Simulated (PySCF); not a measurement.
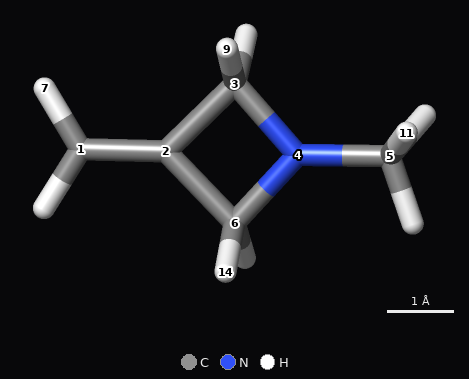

**Figure 1.** The input geometry (stick view, seen at a tilt; atoms are numbered from 1 in the order of the input). Bond lengths as drawn: C–C 1.31 to 1.51 Å, C–H 1.08 to 1.10 Å and C–N 1.42 to 1.44 Å.

## C$_{5}$H$_{9}$N: saddle-point search

The run: saddle-point search of C$_{5}$H$_{9}$N. Method and program: PBE0-D3(BJ)/def2-SVP saddle search from the GFN2-xTB point and Hessian, gas phase (PySCF 2.14.0).

**The input**
```
{"job": {"xc": "PBE0", "basis": "def2-SVP", "kind": "refine"}, "charge": 0, "multiplicity": 1}
C      2.539139     0.005172     0.066881
C      1.225042     0.002959     0.035905
C      0.163806    -1.057495    -0.111775
N     -0.806216     0.000995    -0.012834
C     -2.224854    -0.015738    -0.054890
C      0.155554     1.061747     0.132981
H      3.106970    -0.905274    -0.025096
H      3.099183     0.917408     0.185412
H      0.129274    -1.799499     0.700020
H      0.171204    -1.595081    -1.071874
H     -2.655489    -0.595408     0.775531
H     -2.586031     1.008671     0.021898
H     -2.600665    -0.443163    -0.996071
H      0.119526     1.598533     1.092875
H      0.161597     1.804053    -0.679288
```

The first line tells a small driver script what to run in PySCF; the rest is the geometry in Å.

Hardware: 1 CPU thread, shared host.

Run as:
```bash
OMP_NUM_THREADS=1 python <driver script> task.json out
```

**Output**
```
step      E/eV     max force
  0     -6806.91972   0.7506
  1     -6806.95994   0.1896
  2     -6806.96073   0.0439
  3     -6806.96078   0.0112
```

**Trajectory as extended XYZ (Å, eV, eV/Å), 4 frames, from step=0 to step=3**
```
15
Properties=species:S:1:pos:R:3:forces:R:3 step=0 energy=-6806.91972
C     2.5391    0.0052    0.0669    0.2640   0.0030   0.0070
C     1.2250    0.0030    0.0359   -0.4090  -0.0050  -0.0090
C     0.1638   -1.0575   -0.1118   -0.3670   0.1680   0.0140
N    -0.8062    0.0010   -0.0128   -0.0070   0.0100  -0.0140
C    -2.2249   -0.0157   -0.0549    0.7210  -0.2080   0.0180
C     0.1556    1.0617    0.1330   -0.3480  -0.0940  -0.0150
H     3.1070   -0.9053   -0.0251    0.2910  -0.5460  -0.0560
H     3.0992    0.9174    0.1854    0.2870   0.5460   0.0700
H     0.1293   -1.7995    0.7000    0.0570  -0.3140   0.2330
H     0.1712   -1.5951   -1.0719    0.0670  -0.2520  -0.2970
H    -2.6555   -0.5954    0.7755   -0.2550  -0.1120   0.1960
H    -2.5860    1.0087    0.0219   -0.2170   0.3310   0.0200
H    -2.6007   -0.4432   -0.9961   -0.2370  -0.0760  -0.2330
H     0.1195    1.5985    1.0929    0.0720   0.2450   0.2870
H     0.1616    1.8041   -0.6793    0.0810   0.3030  -0.2210
15
Properties=species:S:1:pos:R:3:forces:R:3 step=1 energy=-6806.95994
C     2.5518    0.0061    0.0684    0.0720   0.0000   0.0020
C     1.2261    0.0030    0.0358   -0.0030   0.0010  -0.0010
C     0.1559   -1.0625   -0.1097    0.0660  -0.1100  -0.0150
N    -0.8076   -0.0002   -0.0140   -0.0110  -0.0080   0.0100
C    -2.2194   -0.0207   -0.0546   -0.1860   0.0260  -0.0260
C     0.1473    1.0673    0.1287    0.0660   0.1050   0.0120
H     3.1239   -0.9224   -0.0218   -0.0150   0.0270   0.0030
H     3.1146    0.9372    0.1864   -0.0150  -0.0280  -0.0040
H     0.1354   -1.8188    0.7076   -0.0210   0.0390  -0.0250
H     0.1781   -1.6187   -1.0744   -0.0200   0.0330   0.0340
H    -2.6776   -0.6134    0.7672    0.0380   0.0230  -0.0290
H    -2.6011    1.0092    0.0448    0.0350  -0.0630  -0.0040
H    -2.6271   -0.4225   -1.0086    0.0360   0.0210   0.0520
H     0.1276    1.6226    1.0931   -0.0220  -0.0310  -0.0310
H     0.1702    1.8217   -0.6893   -0.0200  -0.0350   0.0210
15
Properties=species:S:1:pos:R:3:forces:R:3 step=2 energy=-6806.96073
C     2.5547    0.0061    0.0699   -0.0080  -0.0010   0.0000
C     1.2281    0.0027    0.0356    0.0030   0.0010   0.0000
C     0.1579   -1.0642   -0.1098   -0.0200   0.0260  -0.0020
N    -0.8078   -0.0004   -0.0175   -0.0010   0.0020   0.0080
C    -2.2233   -0.0202   -0.0544    0.0430   0.0000  -0.0090
C     0.1492    1.0684    0.1256   -0.0180  -0.0260  -0.0070
H     3.1269   -0.9216   -0.0180   -0.0030   0.0040   0.0000
H     3.1166    0.9370    0.1872   -0.0030  -0.0050  -0.0010
H     0.1316   -1.8164    0.7087    0.0010  -0.0030   0.0050
H     0.1773   -1.6197   -1.0728    0.0040  -0.0030  -0.0040
H    -2.6739   -0.6205    0.7632    0.0000  -0.0020   0.0050
H    -2.6011    1.0075    0.0566   -0.0010   0.0010   0.0010
H    -2.6307   -0.4128   -1.0097   -0.0020   0.0000   0.0010
H     0.1235    1.6227    1.0885    0.0010   0.0010   0.0060
H     0.1692    1.8194   -0.6935    0.0040   0.0030  -0.0030
15
Properties=species:S:1:pos:R:3:forces:R:3 step=3 energy=-6806.96078
C     2.5540    0.0058    0.0709   -0.0020   0.0000   0.0000
C     1.2277    0.0030    0.0352   -0.0010  -0.0010   0.0000
C     0.1571   -1.0634   -0.1104    0.0050  -0.0040   0.0020
N    -0.8076    0.0001   -0.0180    0.0010  -0.0010  -0.0020
C    -2.2218   -0.0204   -0.0541   -0.0110   0.0020   0.0010
C     0.1486    1.0685    0.1240    0.0040   0.0060   0.0020
H     3.1257   -0.9221   -0.0160    0.0000  -0.0020   0.0000
H     3.1163    0.9361    0.1883    0.0010   0.0020   0.0000
H     0.1307   -1.8157    0.7084    0.0000   0.0000  -0.0010
H     0.1777   -1.6191   -1.0736   -0.0010   0.0010   0.0010
H    -2.6709   -0.6232    0.7631    0.0010   0.0020  -0.0030
H    -2.6008    1.0066    0.0604    0.0010  -0.0040   0.0000
H    -2.6310   -0.4111   -1.0096    0.0020   0.0010   0.0020
H     0.1228    1.6235    1.0868    0.0010   0.0000  -0.0020
H     0.1697    1.8191   -0.6957    0.0000  -0.0010   0.0010
```

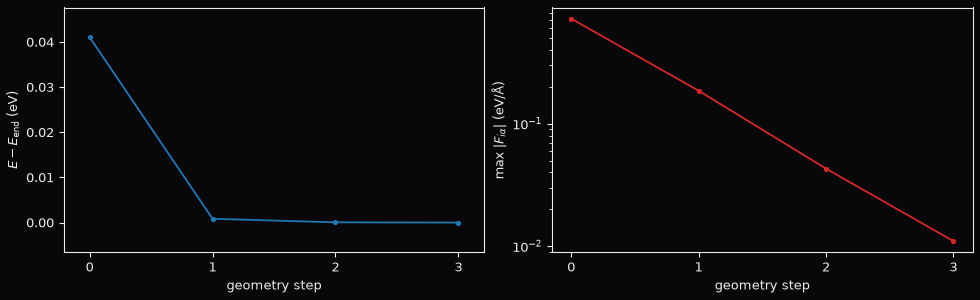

**Figure 2.** Progress of the saddle-point search, step by step (steps are counted from 0).

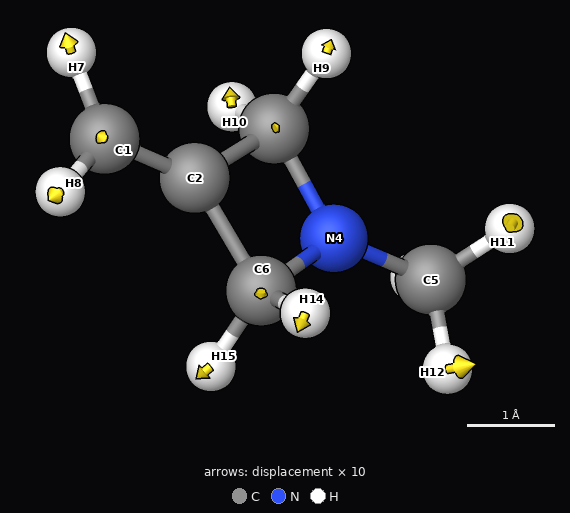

**Figure 3.** The starting structure with the displacements as yellow arrows, magnified 10 times (ball-and-stick view, seen at a tilt). The two geometries are laid on each other by the best rigid fit. After 3 geometry steps the energy has fallen by 0.041 eV. Largest force component: 0.72 eV/Å at the start, 0.011 eV/Å at the end. The largest move after the best rigid fit is that of H13, 0.046 Å. By element the largest moves are H 0.046 Å, C 0.015 Å, N 0.005 Å. Among the contacts that change: C1–H7 1.077 → 1.093 Å, C1–C2 1.314 → 1.327 Å, C3–H10 1.100 → 1.112 Å, C5–H12 1.089 → 1.101 Å. (Atoms are counted from 1 in the order of the input.)

**Summary**

| quantity | value |
| --- | --- |
| outcome | converged |
| total energy | −250.151197 hartree |
| wall time | 31 s |
| peak memory | 0.6 GiB |
